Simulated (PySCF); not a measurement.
# CH6OSi: the cost of one run

The runs use PySCF 2.14.0, with density-fitted response routines of our own; the level of theory stands in each step. All values are computed, except where a source is named. Atoms count from 0, in the outputs and in this text.

### 1 The molecule as given

9 atoms, charge 0, multiplicity 1; geometry from: GFN2-xTB. The atoms were then displaced at random by about 0.01 Å, so the start is not that level's minimum.

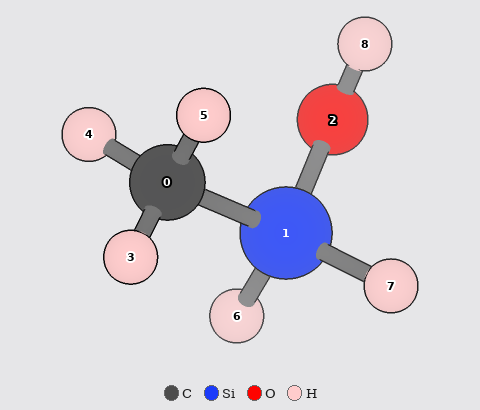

The starting geometry (carbon dark grey, silicon blue, oxygen red, hydrogen pink), atoms numbered.

### 2 Optimising the geometry at PBE0-D3(BJ)/def2-SVP

Job settings and geometry (Å):

```
{"job": {"xc": "PBE0", "basis": "def2-SVP", "d3": "d3bj", "grid": 1, "shake": 0.01, "kind": "geom"}, "charge": 0, "multiplicity": 1}
C     -1.149670    -0.072470    -0.015180
Si     0.685200    -0.422400     0.050740
O      1.558360     0.862500    -0.423980
H     -1.720600    -0.931680     0.200720
H     -1.470230     0.292870    -1.016310
H     -1.464160     0.723910     0.693890
H      1.105650    -1.416380    -0.928770
H      1.056500    -0.789830     1.421920
H      1.456740     1.736330    -0.016750
```

Command:

```sh
OMP_NUM_THREADS=1 python probes_run.py task.json out
```

This one command runs all jobs of the session in turn.

Q: Estimate the wall time and peak memory of this first job on 1 thread of Arm Neoverse V1, shared host.

About 9.9 s, with a peak of 0.32 GiB.
